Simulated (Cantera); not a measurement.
Feed: 1 mol PbO, 1.9 mol CO, 4.8 mol C, held at 1323.15 K.

Method: chemical equilibrium by Gibbs-energy minimisation in Cantera with the NASA 1993 tables (ideal gas, pure condensed phases). Candidate condensed phases: C, Pb, PbO, PbO2, Pb3O4; 15 gas species. Equilibrium is a limit: real reactors are often held back by kinetics, nucleation or transport.

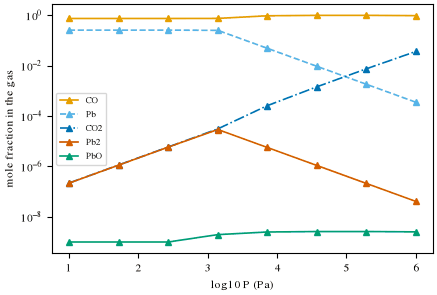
Figure: Equilibrium gas composition (values under 1e-9 drawn at 1e-9)

From 0.000100 bar to 0.00270 bar the condensed part is C(graphite). From 0.0140 bar to 10.0 bar the condensed part is C(graphite) + Pb(l). The main Pb-bearing gas is Pb throughout.
